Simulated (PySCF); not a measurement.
SMILES CO[Te]S at its PBE0/def2-SVP optimised geometry (Å):

```
8

Te    -1.6340    -1.1756     0.0000
O      0.3618    -1.1756     0.0000
C      1.0146    -0.7667    -1.1744
H      0.8359     0.3006    -1.4005
H      2.0952    -0.9033    -1.0047
H      0.7219    -1.3619    -2.0594
S     -2.0952     1.1756     0.0000
H     -1.9989     1.3846     1.3345
```

Method: PBE0/def2-TZVP, def2 effective core potentials past Kr in PySCF. The core electrons that the potentials of Te replace are not part of the density. Cells within 0.4 Å of a nucleus heavier than hydrogen are left out (blank, or x).

Map of the HOMO−1 amplitude (bohr^(-3/2)) on the plane z = 0.0 Å; orbital energy -7.84 eV, overall sign arbitrary:

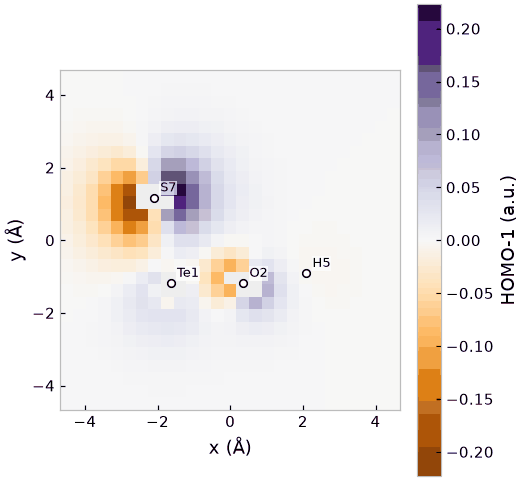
HOMO−1 amplitude (bohr^(-3/2)) on the plane z = 0.0 Å.
